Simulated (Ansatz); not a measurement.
Polymorphs of Ag

10 relaxations of Ag ended in 4 distinct structures. Method: PBEsol (plane waves to 420 eV, PAW, scalar-relativistic; Ansatz, a quantum-chemistry and plane-wave program).

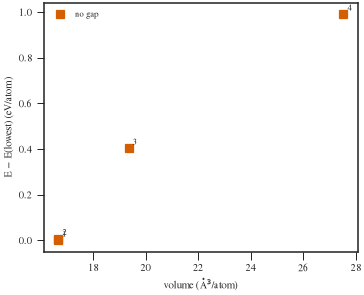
Figure. Energy against volume of the distinct structures, numbered as in the table

| # | space group | Pearson | type | E − E(lowest) (eV/atom) | V (Å³/atom) | coordination | runs ending here |
|---|---|---|---|---|---|---|---|
| 1 | Fm-3m | cF4 | fcc (Cu type) | 0.00 | 16.66 | Ag 12 (cuboctahedral) | 5 |
| 2 | P6₃/mmc | hP2 | hcp (Mg type) | 0.01 | 16.67 | Ag 12 (anticuboctahedral) | 3 |
| 3 | Pm-3m | cP1 | simple cubic type | 0.40 | 19.35 | Ag 6 (octahedral) | 1 |
| 4 | Fd-3m | cF8 | diamond type | 0.99 | 27.52 | Ag 4 (tetrahedral) | 1 |

Coordination numbers (neighbours up to the widest gap in distance over summed covalent radii, below 1.35; n+m marks a second, longer set). All are gapless at this level. Fm-3m, cF4, fcc (Cu type) is the lowest among the structures calculated here, level within the accuracy with P6₃/mmc, hP2, hcp (Mg type).

```cif
data_Ag4
_chemical_formula_sum 'Ag4'
_space_group_name_H-M_alt 'Fm-3m'
_space_group_IT_number 225
_space_group_name_Hall '-F 4 2 3'
_cell_length_a 4.05438
_cell_length_b 4.05438
_cell_length_c 4.05438
_cell_angle_alpha 90.000
_cell_angle_beta 90.000
_cell_angle_gamma 90.000
loop_
_atom_site_label
_atom_site_type_symbol
_atom_site_symmetry_multiplicity
_atom_site_Wyckoff_symbol
_atom_site_fract_x
_atom_site_fract_y
_atom_site_fract_z
_atom_site_occupancy
Ag1 Ag 4 a 0.00000 0.00000 0.00000 1
```
(The calculation used a cell of 1 atom; values per cell refer to that cell.)

Each run could gain symmetry but not lose that of its start, so entries can be saddle points. From databases, or of a type measured for this composition: Fm-3m, cF4, fcc (Cu type); P6₃/mmc, hP2, hcp (Mg type); the others are generated cells (placed on structure types, drawn at random, substituted or restacked) that were not matched to a known phase here. Energies are at zero temperature and pressure, without zero-point motion. No spin polarisation in the result.
